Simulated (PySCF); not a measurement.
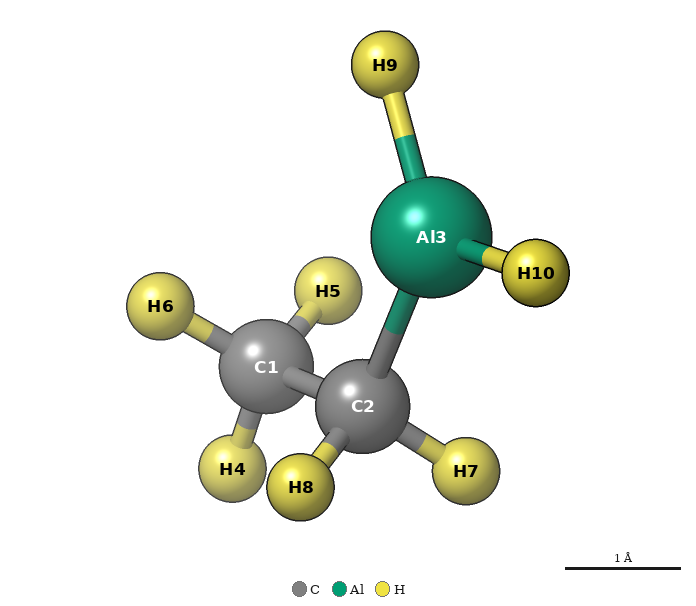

Orthographic view. Depth is shown by fading: the farther an atom, the more it takes the colour of the background. The geometry was computed by an optimisation with PBE0-D3(BJ)/def2-SVP. No frequency run is at hand to confirm it as a minimum.

Give the geometry as a Z-matrix, atoms in numerical order, with these reference atoms: 2 to 1; 3 to 2, 1; 4 to 1, 2, 3; 5 to 1, 4, 2; 6 to 1, 5, 4; 7 to 2, 1, 6; 8 to 2, 7, 1; 9 to 3, 2, 7; 10 to 3, 9, 2.

```
C  
C    1   1.528
Al   2   1.965   1   117.6
H    1   1.103   2   112.4   3  -179.6
H    1   1.102   4   106.9   2   123.1
H    1   1.102   5   106.5   4  -114.1
H    2   1.108   1   110.6   6   177.6
H    2   1.108   7   103.5   1   118.4
H    3   1.596   2   121.4   7   126.6
H    3   1.595   9   119.2   2  -179.9
```
